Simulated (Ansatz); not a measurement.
What In → Ga does to InSb

Base system: InSb in the rock salt structure (space group Fm-3m, No. 225; a = 6.0346 Å; a model cell, its experimental status unchecked).

The change: every In is replaced by Ga; the structure is relaxed again.

Calculations: PBEsol (Ansatz, a first-principles code, PAW, spin-orbit coupling left out). Γ-centred 14×14×14 mesh, Fermi–Dirac width 0.05 eV, for the changed cell.

The density drops by 0.27 g/cm³, from 7.15 g/cm³ to 6.88 g/cm³ and the lattice parameter a decreases by 0.338 Å, from 6.035 Å to 5.697 Å. The space group is still Fm-3m (No. 225) and the shortest interatomic distance shrinks by 0.169 Å, from 3.017 Å to 2.848 Å. The band gap is still zero.

Final structure:

```
CELL_PARAMETERS angstrom
      0.00000     2.84833     2.84833
      2.84833     0.00000     2.84833
      2.84833     2.84833     0.00000
ATOMIC_POSITIONS crystal
  Sb 0.00000 0.00000 0.00000
  Ga 0.50000 0.50000 0.50000
```

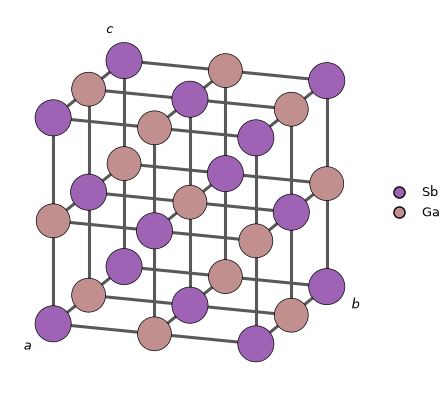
Fig. 1. The relaxed conventional cell after the change

Cost of the whole job for the changed cell (relaxation, final SCF and bands): roughly 29 core-seconds.

Whether these cells are dynamically stable was not tested. As relaxed here, GaSb is a hypothetical phase, not in the database extracts checked. The final runs are not spin-polarised. This is not the structure that InSb has at room temperature and ambient pressure.
